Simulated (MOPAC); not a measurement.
# Run report: BH$_{3}$O$_{3}$ (charge +1), single-point calculation

The run: single-point calculation of BH$_{3}$O$_{3}$, charge +1, multiplicity 2. Method and program: PM6-D3H4, unrestricted, dispersion D3H4 (MOPAC 23.2.5).

The geometry was optimised with PM6-D3H4.

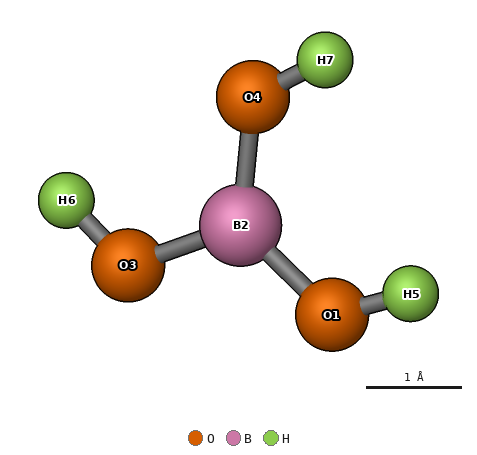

*The structure as given in the input (ball-and-stick view, seen at a tilt; atoms are numbered from 1 in the order of the input).*

Bond lengths as drawn: B–O 1.37 to 1.38 Å and H–O 0.93 to 0.96 Å.

## Input file (run.mop)
```
PM6-D3H4 CHARGE=1 UHF 1SCF DISP AUX(PRECISION=6) T=10M THREADS=1
job BH3O3

O     -1.129480 +1     0.805836 +1     0.319788 +1
B     -0.026680 +1     0.002057 +1     0.232092 +1
O      0.505734 +1    -0.478204 +1     1.397172 +1
O      0.594108 +1    -0.363858 +1    -0.946826 +1
H     -1.541279 +1     1.164245 +1    -0.434804 +1
H      1.276102 +1    -1.037440 +1     1.298661 +1
H      0.315881 +1    -0.094505 +1    -1.790256 +1
```

Run on 1 thread of Arm Neoverse V2, 24 GiB of memory available, shared host.

Run as:
```bash
mopac run.mop
```

## The program's output
```
MOPAC v23.2.5
PM6-D3H4 CALCULATION RESULTS

 *  PM6-D3H4   - CORRECT DISPERSION AND HYDROGEN BOND TERMS USING THE D3H4 METHOD
 *  UHF        - UNRESTRICTED HARTREE-FOCK CALCULATION
 *
 *
 *
 *                 CHARGE ON SYSTEM = +1
 *
 *
 *
 *  1SCF       - DO 1 SCF AND THEN STOP
 *  THREADS=1  - MULTI-THREADING NOT USED
 *  AUX        - OUTPUT AUXILIARY INFORMATION
 *  DISP       - PRINT DISPERSION AND HYDROGEN BOND ENERGIES
PM6-D3H4 CHARGE=1 UHF 1SCF DISP AUX(PRECISION=6) T=10M THREADS=1
 job BH3O3

   ATOM   CHEMICAL          X               Y               Z
  NUMBER   SYMBOL      (ANGSTROMS)     (ANGSTROMS)     (ANGSTROMS)

     1       O         -1.12948000  *   0.80583600  *   0.31978800  *
     2       B         -0.02668000  *   0.00205700  *   0.23209200  *
     3       O          0.50573400  *  -0.47820400  *   1.39717200  *
     4       O          0.59410800  *  -0.36385800  *  -0.94682600  *
     5       H         -1.54127900  *   1.16424500  *  -0.43480400  *
     6       H          1.27610200  *  -1.03744000  *   1.29866100  *
     7       H          0.31588100  *  -0.09450500  *  -1.79025600  *

          CARTESIAN COORDINATES

    NO.       ATOM           X           Y           Z

     1         O         -1.1295      0.8058      0.3198
     2         B         -0.0267      0.0021      0.2321
     3         O          0.5057     -0.4782      1.3972
     4         O          0.5941     -0.3639     -0.9468
     5         H         -1.5413      1.1642     -0.4348
     6         H          1.2761     -1.0374      1.2987
     7         H          0.3159     -0.0945     -1.7903

           Empirical Formula: H3 O3 B  =     7 atoms

      MOLECULAR POINT GROUP   :   Cs

          UHF CALCULATION, NO. OF ALPHA ELECTRONS =   12
                           NO. OF BETA  ELECTRONS =   11

 -------------------------------------------------------------------------------
 PM6-D3H4 CHARGE=1 UHF 1SCF DISP AUX(PRECISION=6) T=10M THREADS=1
 job BH3O3

     1SCF WAS SPECIFIED, SO BFGS WAS NOT USED
     SCF FIELD WAS ACHIEVED

                              PM6-D3H4 CALCULATION

          FINAL HEAT OF FORMATION =         46.38068 KCAL/MOL =     194.05678 KJ/MOL

          TOTAL ENERGY            =     -22208.33243 KCAL/MOL = ELECTRONIC ENERGY + CORE-CORE REPULSION
          ENERGY OF ATOMS         =      22255.04194 KCAL/MOL
                              SUM =         46.70951 KCAL/MOL
          DISPERSION ENERGY       =         -0.36361 KCAL/MOL
          H - H CORRECTION ENERGY =          0.03478 KCAL/MOL
                              SUM =         46.38068 KCAL/MOL = FINAL HEAT OF FORMATION

          TOTAL ENERGY            =       -963.04444 EV
          ELECTRONIC ENERGY       =      -2376.19741 EV
          CORE-CORE REPULSION     =       1413.15297 EV
          COSMO AREA              =         86.69 SQUARE ANGSTROMS
          COSMO VOLUME            =         67.70 CUBIC ANGSTROMS

          IONIZATION POTENTIAL    =         17.762380 EV
          ALPHA SOMO LUMO (EV)    =        -18.648 -6.170
          BETA  SOMO LUMO (EV)    =        -17.762-11.330
          NO. OF ALPHA ELECTRONS  =         12
          NO. OF BETA  ELECTRONS  =         11
          MOLECULAR WEIGHT        =         61.8319         POINT GROUP:  Cs

          MOLECULAR DIMENSIONS (Angstroms)

            Atom       Atom       Distance
            H     6    H     5     3.97366
            H     7    O     3     2.70618
            H     6    O     1     0.00146

          SCF CALCULATIONS        =          1

          WALL-CLOCK TIME         =      0.012 SECONDS
          COMPUTATION TIME        =      0.010 SECONDS

   ATOM   CHEMICAL          X               Y               Z
  NUMBER   SYMBOL      (ANGSTROMS)     (ANGSTROMS)     (ANGSTROMS)

     1       O         -1.12948000  *   0.80583600  *   0.31978800  *
     2       B         -0.02668000  *   0.00205700  *   0.23209200  *
     3       O          0.50573400  *  -0.47820400  *   1.39717200  *
     4       O          0.59410800  *  -0.36385800  *  -0.94682600  *
     5       H         -1.54127900  *   1.16424500  *  -0.43480400  *
     6       H          1.27610200  *  -1.03744000  *   1.29866100  *
     7       H          0.31588100  *  -0.09450500  *  -1.79025600  *

                             CARTESIAN COORDINATES

   1    O       -1.129480000     0.805836000     0.319788000
   2    B       -0.026680000     0.002057000     0.232092000
   3    O        0.505734000    -0.478204000     1.397172000
   4    O        0.594108000    -0.363858000    -0.946826000
   5    H       -1.541279000     1.164245000    -0.434804000
   6    H        1.276102000    -1.037440000     1.298661000
   7    H        0.315881000    -0.094505000    -1.790256000

           Empirical Formula: H3 O3 B  =     7 atoms

      MOLECULAR POINT GROUP   :   Cs

          ALPHA EIGENVALUES
 -42.32633 -37.29681 -36.41432 -28.65391 -26.60338 -24.89247 -24.46540 -22.26318
 -21.04527 -20.33934 -18.71845 -18.64778  -6.16962  -4.59119  -3.49286  -2.84605
  -2.08262  -0.39054   0.30744

           BETA EIGENVALUES
 -38.56131 -36.60989 -36.12378 -27.90689 -26.27043 -24.25655 -21.05698 -20.52282
 -20.48179 -18.41364 -17.76238 -11.32959  -5.51932  -4.17156  -3.25256  -2.56625
  -1.70163  -0.29642   0.35302

              NET ATOMIC CHARGES AND DIPOLE CONTRIBUTIONS

  ATOM NO.   TYPE          CHARGE      No. of ELECS.   s-Pop       p-Pop
    1          O          -0.396837        6.3968     1.70132     4.69552
    2          B           0.632366        2.3676     0.78688     1.58075
    3          O           0.168306        5.8317     1.78233     4.04937
    4          O          -0.523651        6.5237     1.69523     4.82842
    5          H           0.378594        0.6214     0.62141
    6          H           0.358996        0.6410     0.64100
    7          H           0.382226        0.6178     0.61777
 DIPOLE           X         Y         Z       TOTAL
 POINT-CHG.     1.019    -0.806     0.689     1.470
 HYBRID         0.018     0.025    -0.505     0.506
 SUM            1.037    -0.780     0.184     1.311

          ATOMIC ORBITAL ELECTRON POPULATIONS

     Atom    s        px        py        pz
    1  O   1.70132   1.51154   1.58190   1.60207
    2  B   0.78688   0.53134   0.48210   0.56730
    3  O   1.78233   1.28046   1.19112   1.57778
    4  O   1.69523   1.73002   1.75576   1.34265
    5  H   0.62141
    6  H   0.64100
    7  H   0.61777

                    (SZ)    =    0.500000
                    (S**2)  =    0.770549

          ATOMIC ORBITAL SPIN POPULATIONS

    Atom   Total    s     px     py     pz
         Atomic
    1  O  0.1956  0.009  0.067  0.112  0.008
    2  B -0.1560 -0.033 -0.039 -0.054 -0.031
    3  O  0.9812  0.032  0.332  0.566  0.050
    4  O  0.0653  0.002  0.022  0.039  0.002
    5  H -0.0147 -0.015
    6  H -0.0640 -0.064
    7  H -0.0073 -0.007

 *                    *
 * JOB ENDED NORMALLY *
 *                    *

 TOTAL JOB TIME:             0.02 SECONDS

 == MOPAC DONE ==
```

## Results in brief

| quantity | value |
| --- | --- |
| outcome | converged |
| total energy | −35.391230 hartree |
| dispersion energy | −0.000579 hartree |
| heat of formation | 46.38 kcal/mol |
| basis functions | 19 |
| ⟨S²⟩ | 0.771 |
| peak memory | 0.071 GiB |

MOPAC's energies along a path are heats of formation.
